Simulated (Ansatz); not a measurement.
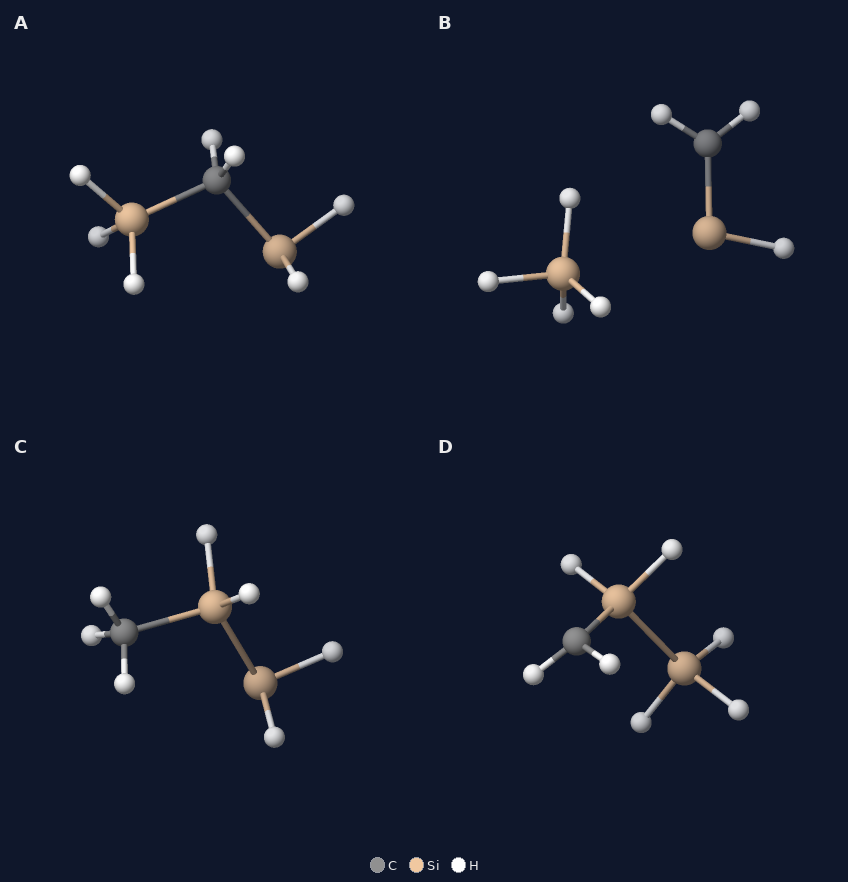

4 stationary structures of one formula. Charge −1, singlet. Geometries: PBE-D4/def2-SVPD. Electronic energies: PBE-D4/def2-SVPD (Ansatz 0.2.0), without zero-point energy. No frequency run is at hand to confirm each as a minimum. Each is one conformer, not always the lowest.

**Rank them by energy, lowest first.**

C is lowest; A lies 57.4 kJ/mol above it, D lies 105.1 kJ/mol above it, B lies 194.8 kJ/mol above it.
